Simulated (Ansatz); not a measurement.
# Calculations on BNH4TeO

### Relaxation

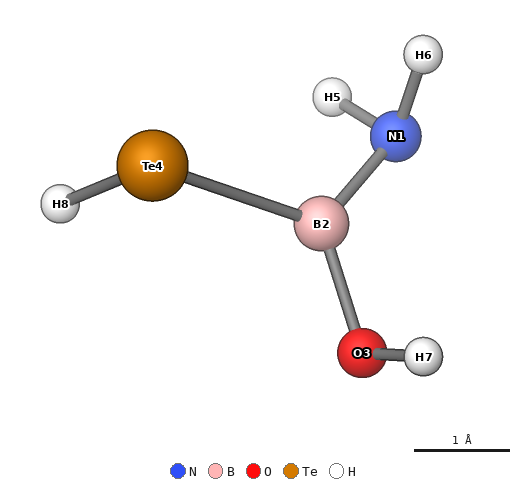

Starting structure of BNH4TeO. Style: ball-and-stick. Shown at a tilt.

The run prepares an end point of a later path (inversion) calculation, from a guessed geometry.

All numbers below come from Ansatz 0.2.0, RKS LDA/def2-SVP.

Input
```yaml
crystal:
  periodic: [false, false, false]
  atoms:
    - { symbol: "N", position_ang: [-0.174, 1.3113, 0.0016] }
    - { symbol: B, position_ang: [0.3165, -0.0658, 0.0433] }
    - { symbol: O, position_ang: [1.7046, -0.31, -0.216] }
    - { symbol: Te, position_ang: [-0.9632, -1.7458, 0.4752] }
    - { symbol: H, position_ang: [-0.9795, 1.3579, -0.7453] }
    - { symbol: H, position_ang: [-0.6706, 1.5627, 0.9125] }
    - { symbol: H, position_ang: [2.186, -0.255, 0.6962] }
    - { symbol: H, position_ang: [-1.3277, -1.9124, -1.2233] }
basis:
  gaussian: { orbitals: def2-SVP }
hamiltonian:
  xc: lda
relax:
  f_tol: 0.015
  max_steps: 40
output:
  orbitals: {}
```

Command:
```bash
ansatz run input.yaml --threads 1 --pin off --max-ram 2048MiB --backend cpu --events-out ev --progress --plain --runs-dir out
```

What does the optimiser find from here?

The atom that moves furthest after the best rigid fit is H5 (1.47 Å). Largest moves by element: H 1.47 Å, Te 0.86 Å, O 0.50 Å, N 0.39 Å, B 0.21 Å. Near-neighbour distances that change, for instance: N1–H5 1.099 → 1.024 Å, B2–O3 1.433 → 1.358 Å, Te4–H8 1.745 → 1.679 Å, N1–B2 1.462 → 1.401 Å. Among the angles between lasting bonds that change: B2–N1–H5 107.8° → 123.3°, B2–N1–H6 110.7° → 122.8°, H5–N1–H6 103.2° → 113.9°. Groups turn about B2–O3 by about 90°, B2–Te4 by about 90°. After 14 geometry steps the energy has fallen by 2.010 eV. The largest force component goes from 2.7 to 0.011 eV/Å. The run took 36 s on 1 thread of Arm Neoverse V1 (shared host), peak memory 0.14 GiB.

The structure at the end:

```xyz
8

N    -0.3111    0.9444   -0.0327
B     0.3915   -0.2653    0.0523
O     1.7260   -0.3826    0.2773
Te   -0.6137   -2.1918   -0.1743
H     0.1331    1.8612    0.0672
H    -1.3163    0.9891   -0.2018
H     2.1935    0.4655    0.3901
H    -2.1109   -1.4776   -0.4339
```

After the run, drawn alike:

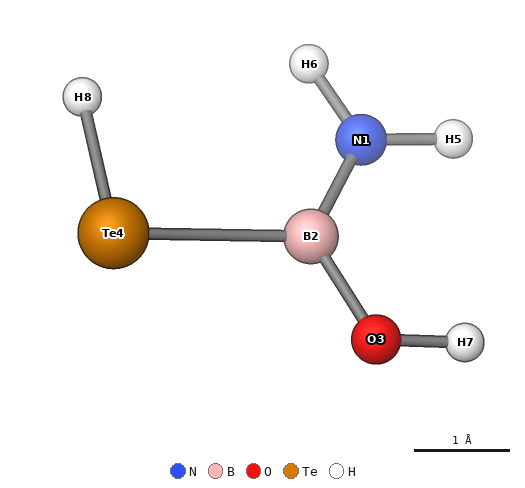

### Relaxation

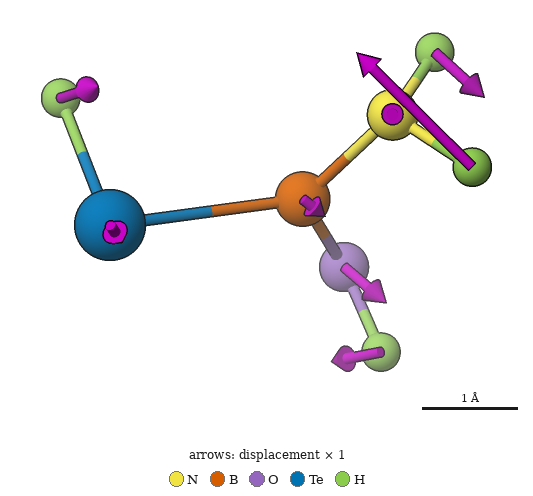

A relaxation of BNH$_{4}$TeO. The starting structure is drawn; purple arrows show the displacements, at their true length. The two geometries are superimposed by the best rigid fit.

The picture is a ball-and-stick view, seen at a tilt.

The run prepares an end point of a later path (inversion) calculation, from a guessed geometry.

All numbers below come from RKS LDA/def2-SVP in Ansatz. Settings: no spin polarisation; force threshold 0.015 eV/Å; at most 40 steps.

Which element moves most?

Hydrogen: up to 1.72 Å, against 0.65 Å for oxygen.

What did the optimiser do to the structure, and how much energy did it gain?

After 21 accepted moves (25 points after the start) the energy has fallen by 49.5 kcal/mol. The largest force component goes from 2.6 to 0.0076 eV/Å. The line search rejected the trial steps at points 10, 13, 19, 24 of the run. The forces were under the threshold at step 11, but the run went on from there. The largest move after the best rigid fit is that of an H atom, 1.72 Å. By element the largest moves are H 1.72 Å, O 0.65 Å, Te 0.41 Å, B 0.33 Å, N 0.28 Å. Among the contacts that change: H–N 1.099 → 1.024 Å, B–O 1.433 → 1.360 Å, H–Te 1.745 → 1.676 Å, B–N 1.462 → 1.395 Å. Among the angles between lasting bonds that change: B–N–H 110.7° → 124.0°, B–N–H 107.8° → 120.5°, H–N–H 103.2° → 115.3°. Groups turn about B–O by about 105°, B–Te by about 60°.

### Path

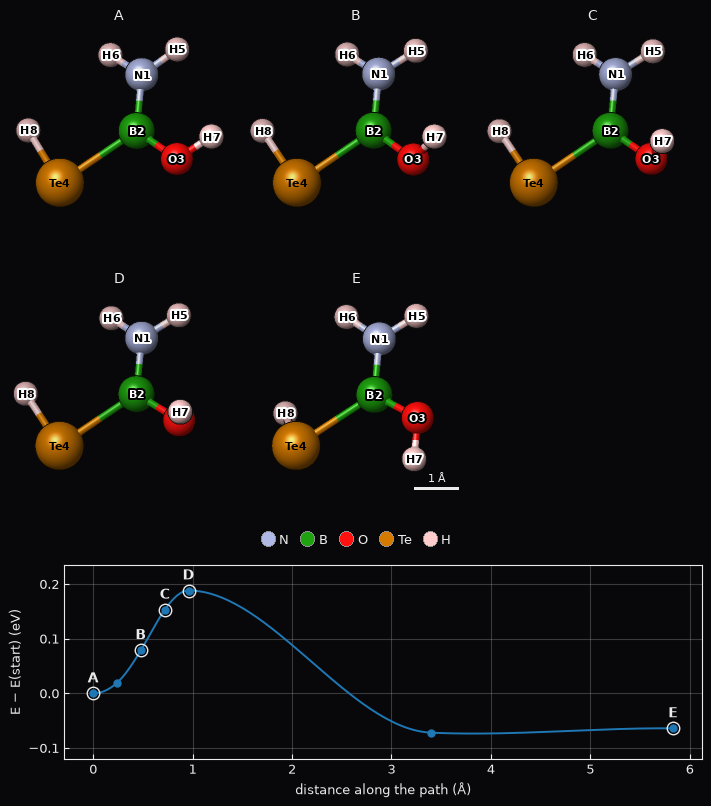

A search for the minimum-energy path of BNH$_{4}$TeO by the nudged elastic band. Images are numbered from 0 (start) to 6 (end). Frames A to E are images 0, 2, 3, 4, 6. The picture is a ball-and-stick view, seen at a tilt.

Computed with RKS LDA/def2-SVP in Ansatz. Settings: 5 movable images; climbing image; force threshold 0.05 eV/Å; iteration limit 60; starting path through a guess of the saddle point.

> Read off the barrier and say what moves.

Relative to the start the highest point is image 4 at +0.188 eV and the end lies at −0.064 eV, but the profile dips to −0.072 eV at image 5 on the way, so there is an intermediate minimum on the way. The motion is an umbrella inversion at N1. No bond forms or breaks between the ends. Bond angles that change up to the highest image, for instance: O3–B2–Te4 113.1° → 116.3°, B2–N1–H5 123.3° → 120.6°. The band converged in 29 iterations. The largest component of the band force went from 28 to 0.028 eV/Å. The climbing image converged on the top of the path. Its vibrational analysis gives one imaginary mode (444i cm⁻¹), as a transition state must have.

The run took 3.9 min on 1 thread of Arm Neoverse V1, on a shared host, peak memory 0.12 GiB.
